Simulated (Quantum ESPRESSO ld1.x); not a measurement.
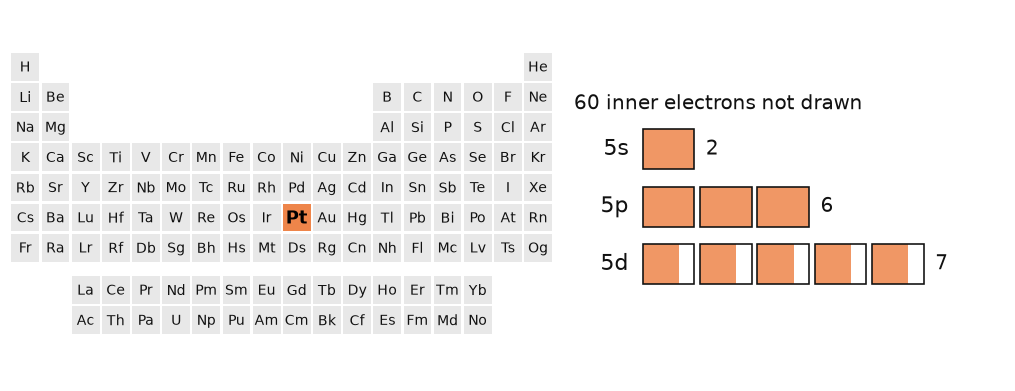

*Left, the place of platinum in the periodic table; right, the outer shells as the input fills them: a box for each of the 2l + 1 orbitals, shaded by the share of the shell that is filled, with the electron count at the right.*

Atomic calculation for Pt³⁺

Pt³⁺, configuration typed as [Xe] 4f14 5d7. Level asked for: radial all-electron Kohn-Sham run of Quantum ESPRESSO ld1.x with rel=1, dft='PZ' as typed.

**Input file**
```
 &input
    zed=78.0,
    iswitch=1,
    rel=1,
    dft='PZ',
    config='[Xe] 4f14 5d7',
    verbosity='high',
    ecut=1,
    prefix='ld1',
    max_out_wfc=37,
    file_charge='ld1.rho',
 /
```

Hardware: 1 CPU thread, shared host.

Launched with:
```bash
OMP_NUM_THREADS=1 ld1.x < ld1.in > ld1.out
```

**Log**
```
     Program LD1 v.7.5 starts

 %%%%%%%%%%%%%%%%%%%%%%%%%%%%%%%%%%%%%%%%%%%%%%%%%%%%%%%%%%%%%%%%%%%%%%%%%%%%%%
     Error in routine ld1_readin (5010):
     reading input namelist
 %%%%%%%%%%%%%%%%%%%%%%%%%%%%%%%%%%%%%%%%%%%%%%%%%%%%%%%%%%%%%%%%%%%%%%%%%%%%%%

     stopping ...
```

**What the run reported**

| quantity | value |
| --- | --- |
| outcome | refused by the program |

**What went wrong**

The input is odd on purpose: misspelt keyword. The program refused the input: “Error in routine ld1_readin (5010): reading input namelist”.
